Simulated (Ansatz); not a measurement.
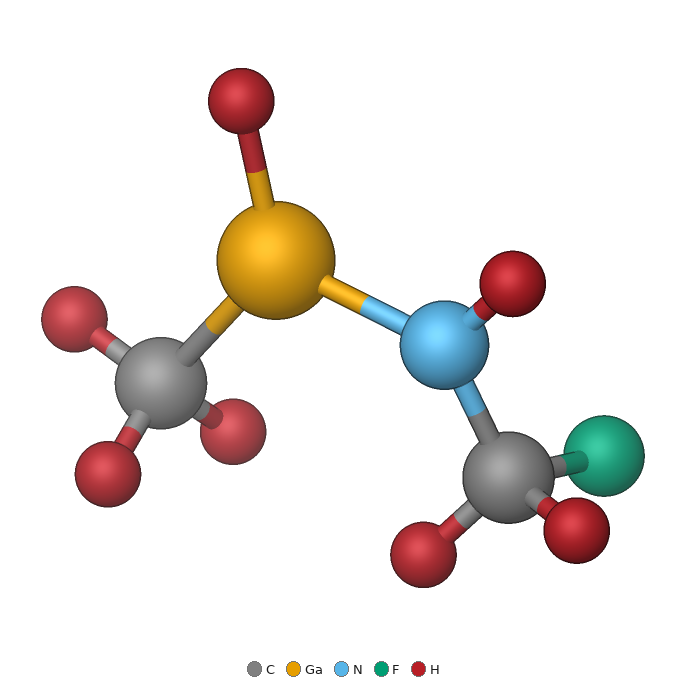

Computed geometry: PBE0-D4/def2-TZVP optimisation. No frequency run is at hand to confirm it as a minimum.

Draw it as a skeletal formula.

SMILES: [CH3][GaH][NH]CF

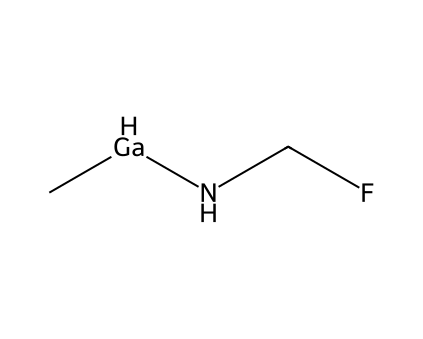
